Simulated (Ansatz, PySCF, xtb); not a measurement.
CH4 (SMILES C) and CH3Cl (SMILES CCl) are pulled apart as rigid monomers along the line of their centres of mass, from the B3LYP-D3(BJ)/def2-TZVP minimum. Starting geometry (charge 0, multiplicity 1):
```csv
atom,x (Å),y (Å),z (Å)
C,0.0860,0.0235,-0.0206
H,1.1575,-0.1734,0.0010
H,-0.1927,0.6239,0.8438
H,-0.1627,0.5610,-0.9345
H,-0.4570,-0.9211,0.0003
C,0.8077,-0.8488,3.4575
Cl,-0.0944,0.6401,3.8939
H,1.7231,-0.5569,2.9522
H,1.0300,-1.3918,4.3710
H,0.1840,-1.4444,2.7983
```

Interaction energies with rigid monomers; basis-set methods are counterpoise corrected unless marked otherwise.

Rows in 6-31G* carry no dispersion term and start afresh at each structure (6-31G* with six Cartesian d functions). MP2/6-31G* freezes PySCF's default core.

The values were computed with Ansatz (Gaussian orbitals); PySCF for 6-31G* rows, the dispersion terms; xtb for the GFN methods. Values without a source in brackets are computed.

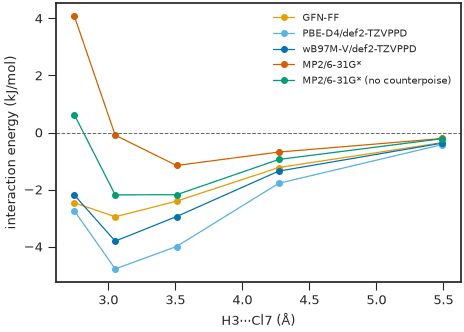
Figure. Interaction energy against separation

### Question
Which level binds most strongly at H3···Cl7 = 3.05, and by how much?

### Answer
PBE-D4/def2-TZVPPD, -5 kJ/mol.

Ansatz is a program for electronic structure.
